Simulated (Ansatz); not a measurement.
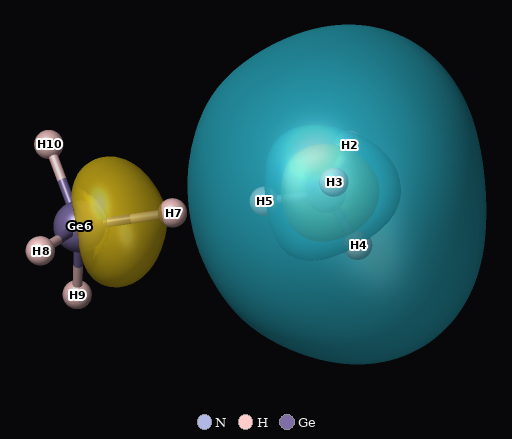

The picture shows: NH$_{4}$···GeH$_{4}$ (SMILES [NH4+].[GeH4]) (charge +1). One frontier orbital at ±0.06 Å⁻³ᐟ² (yellow and cyan are the two phases), seen at a tilt.

Geometry: PBE0-D4/def2-TZVP.

Computed with RKS PBE0-D4/def2-TZVPPD in Ansatz 0.2.0.

Input

```
crystal:
  periodic: [false, false, false]
  atoms:
    - {symbol: N, position_ang: [0.273096, 0.283120, -2.009173]}
    - {symbol: H, position_ang: [-0.633845, 0.367043, -2.472183]}
    - {symbol: H, position_ang: [0.814809, 1.135249, -2.165330]}
    - {symbol: H, position_ang: [0.778846, -0.516775, -2.394326]}
    - {symbol: H, position_ang: [0.129396, 0.143836, -0.982028]}
    - {symbol: Ge, position_ang: [-0.281741, -0.293027, 2.075636]}
    - {symbol: H, position_ang: [-0.082879, -0.060975, 0.532287]}
    - {symbol: H, position_ang: [0.838458, 0.494621, 2.750019]}
    - {symbol: H, position_ang: [-0.162384, -1.801668, 2.275714]}
    - {symbol: H, position_ang: [-1.673855, 0.248577, 2.389384]}
basis:
  gaussian: {orbitals: "def2-TZVPPD.json"}
total_charge: 1
hamiltonian: {xc: pbe0, dispersion: d4}
output: {orbitals: {seedname: orbitals}}
```

Command:

```sh
ansatz run in.yaml --threads 4 --pin off --events-out ev --progress --plain --max-ram 9574MiB
```

Question: Which orbital is it: HOMO or LUMO?

Answer: The LUMO, at −5.43 eV. By Hirshfeld shares it lies mainly on H2 (about 20 %), H3 (about 20 %), H4 (about 20 %), N1 (about 20 %), H5 (about 10 %) and Ge6 (about 10 %).
